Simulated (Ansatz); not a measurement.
System: chalcopyrite ZnGeP2. Method: PBE-D3(BJ) (PAW; Ansatz, a first-principles code).

Run with plane-wave cutoff 520 eV, 10×10×10 k mesh, Fermi–Dirac smearing 0.01 eV, scalar-relativistic PAW data made under PBE.

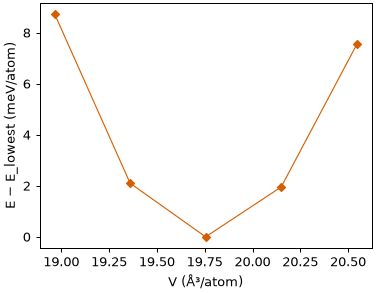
Figure. Total energy against volume

Problem. From the curve, estimate the equilibrium volume and the bulk modulus.

Solution. V0 ≈ 19.8 Å³/atom and B0 ≈ 82 GPa; the fit gives V0 = 19.755 Å³/atom, B0 = 82.2 GPa, B′ = 4.6.

Shape and atoms are relaxed at each volume.

Measured, for comparison: bulk modulus 79 GPa (room temperature, not corrected to a static lattice; as tabulated in Isothermal phase behavior of Ag3SbS3, ZnGeP2, and ZnS (abstract)). Computed (rounded) less measured: bulk modulus +4 %. A static lattice is as a rule a little smaller and stiffer than an uncorrected measurement, which narrows the difference in the bulk modulus and would widen misses of the other sign.

Note: the bulk modulus comes from volumes at which shape and atoms were relaxed.

The computed numbers hold no vibrational or temperature effects.

Computing time: about 30 core-minutes (a rough figure).
